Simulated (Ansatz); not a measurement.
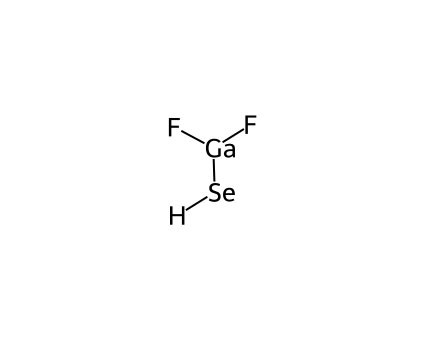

(Drawn from a calculation with Ansatz.)

A structural formula.

Question: Give its SMILES.

Answer: [F][Ga]([F])[SeH]

Question: What is the molecular formula?

Answer: F2GaHSe.

Question: An optimisation with PBE-D4/def2-SVP gave a structure of which point group?

Answer: Cs.
